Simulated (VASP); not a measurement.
Band structure of CaH$_{2}$O$_{2}$ (space group C2). Calculation: LDA (Ceperley-Alder, Perdew-Zunger), VASP's LDA PAW potentials (set 64) (plane waves; VASP).

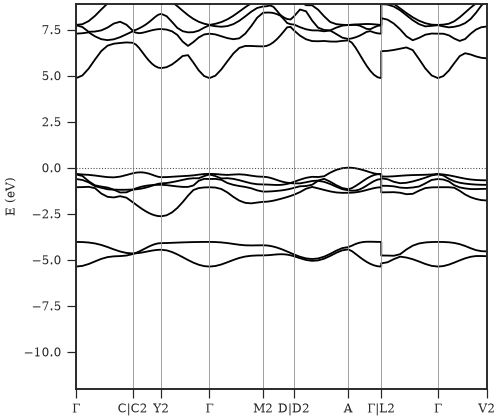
Figure: Bands along high-symmetry lines, zero at the valence-band maximum or, without a gap, the Fermi level

Problem. Read the plot: is there a gap, and where are the band edges?

Solution. The gap is indirect, 4.86 eV, from the valence maximum at A to the conduction minimum at Γ. (Edges off the drawn lines would not show.)

The structure comes from a computed database's CaH2O2 entry (C2); how it stands against other phases isn't given here. It was relaxed first, which changed the volume by -17 %.
